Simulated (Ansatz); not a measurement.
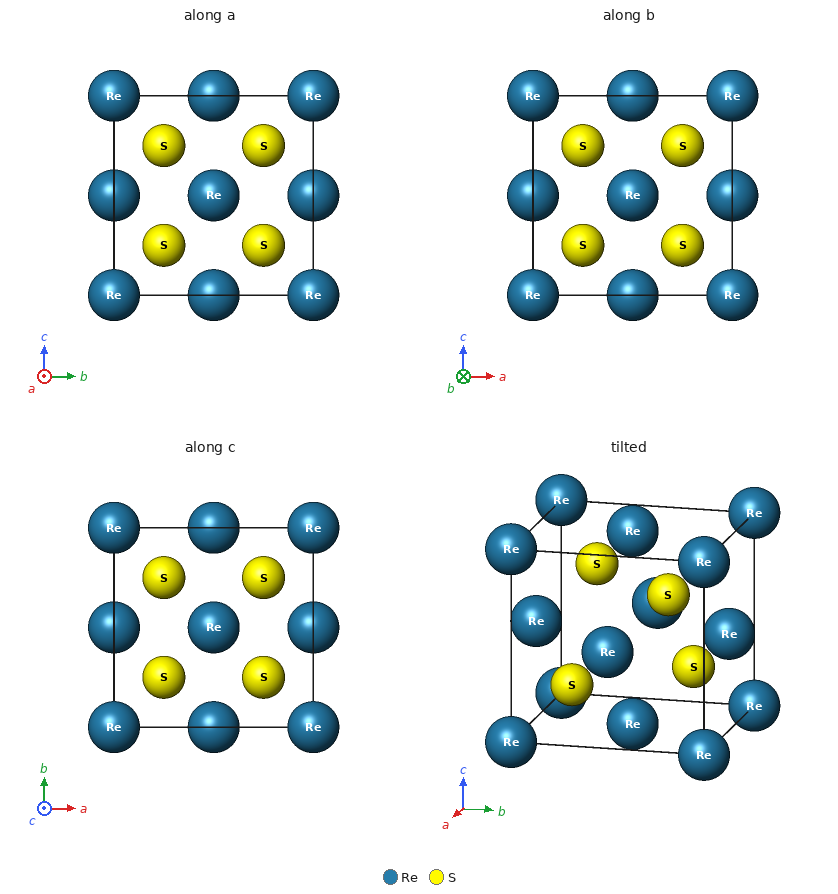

An orthographic spheres-only view of the structure, along the a axis, along the b axis, along the c axis and slightly off an axis. The wireframe shows the conventional unit cell.

Lattice parameters: a = 5.237 Å, b = 5.237 Å, c = 5.237 Å, α = 90.00°, β = 90.00°, γ = 90.00°.

> From the views, write a table of Wyckoff sites.

Space group F-43m (No. 216).
| atom | site | x | y | z |
| --- | --- | --- | --- | --- |
| Re | 4a | 0.0000 | 0.0000 | 0.0000 |
| S | 4d | 0.2500 | 0.2500 | 0.7500 |

The structure comes from a structure type filled with these elements by a generator (whether the compound takes this form wasn't checked). Earlier steps of the study, as a rule a relaxation of our own, may have changed the cell and positions, so they can lie some per cent off the listed ones. A calculation with Ansatz used it as input.
